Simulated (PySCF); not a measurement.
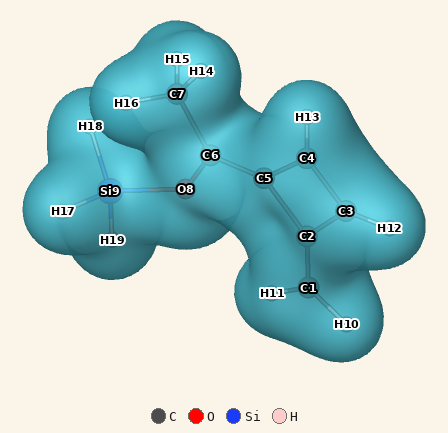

C$_{7}$H$_{10}$OSi. Isosurface of the electron density at 0.1 e/Å³ (cyan), seen at a tilt.

Geometry: PBE0-D3(BJ)/def2-SVP.

These are results of PBE0/pcSseg-1, SCF density, gas phase, non-relativistic (PySCF), not measurements.

Input

```
{"job": {"kind": "nmr", "xc": "PBE0", "basis": "pcSseg-1"}, "charge": 0, "multiplicity": 1}
C     -1.893116    -1.779325    -0.964813
C     -1.892852    -0.504387    -0.571424
C     -2.866618     0.611862    -0.514638
C     -1.945843     1.462434     0.021453
C     -0.886115     0.437382     0.016513
C      0.404849     0.358333     0.374105
C      1.182050     1.486377     0.966213
O      1.050455    -0.830131     0.229441
Si     2.679808    -1.162856     0.047341
H     -2.792588    -2.244789    -1.375257
H     -0.987852    -2.382601    -0.877585
H     -3.916720     0.707676    -0.793681
H     -1.979654     2.507255     0.336180
H      0.570765     2.394949     1.035663
H      1.537867     1.229556     1.978170
H      2.071918     1.723756     0.356649
H      3.243997    -0.446988    -1.137344
H      3.454185    -0.767577     1.262265
H      2.756006    -2.633547    -0.149266
```

Launched as:

```sh
OMP_NUM_THREADS=1 python probes_run.py task.json out
```

### What does this surface tell about the bonding?

At this value the surface is in one piece. It bridges the sampled C–C (1.33 Å), C–O (1.36 Å), Si–O (1.67 Å) and C–H (1.09 Å) contacts, where the density stays above the isovalue. On the grid the lowest density along these lines, outside the cores, is 2.3 e/Å³ (C–C, 1.33 Å), 1.9 e/Å³ (C–O, 1.36 Å), 0.89 e/Å³ (Si–O, 1.67 Å) and 1.9 e/Å³ (C–H, 1.09 Å).
